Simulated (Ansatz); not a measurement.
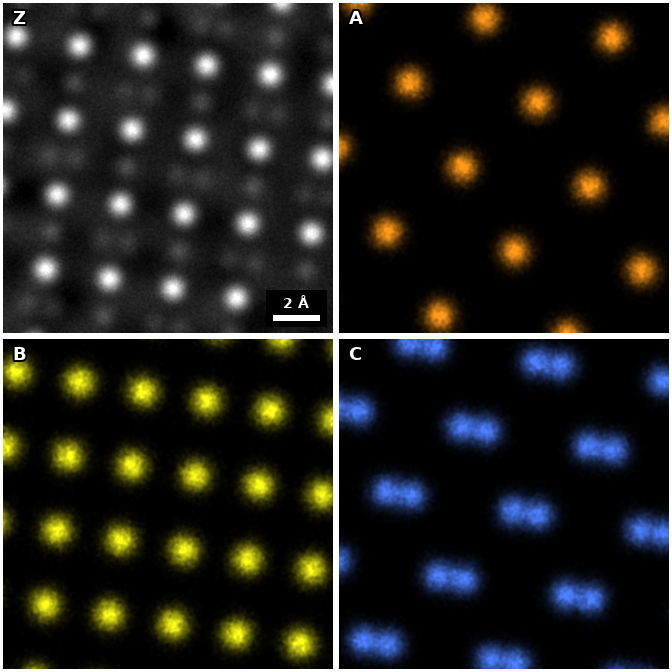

CaCe$_{2}$Si$_{2}$ (I4/mmm, No. 139) along [111]. Panel Z: Simulated incoherent Z contrast: every atom adds Z^1.7 spread by a probe of 0.74 Å full width; channelling and multiple scattering are left out. The probe carries 15 % of its weight in a tail 2.5 times as wide. The display is stretched by a gamma of 0.8; percentages refer to the linear signal. Shot noise and the speckle of an amorphous layer were added. The other panels are simulated element maps (the number of atoms of one element along the beam, blurred by 1.0 Å, with counting noise; each on its own scale, no channelling). Structure: coordinates from a relaxation (final pressure about 9.4 GPa) with DFT, PAW plane waves, r2scan (Ansatz 0.2.0); the starting structure was generated, so it need not be a known form of this composition.

```
Ca Ce Si
1.0
     4.66701    0.00000    0.00000
     0.00000    4.66701    0.00000
     0.00000    0.00000   10.82488
Ca Ce Si
2 4 4
Direct
  0.00000 0.00000 0.00000
  0.50000 0.50000 0.50000
  0.50000 0.00000 0.75000
  0.00000 0.50000 0.75000
  0.00000 0.50000 0.25000
  0.50000 0.00000 0.25000
  0.50000 0.50000 0.89745
  0.00000 0.00000 0.60255
  0.00000 0.00000 0.39745
  0.50000 0.50000 0.10255
```

### Which element does each lettered map show?

A: Ca, B: Ce, C: Si. The projected cell (4.34 × 4.34 Å, 99°) holds 5 columns: 2 of Ce, 2 of Si and 1 of Ca. No column is shared by two of the mapped elements.
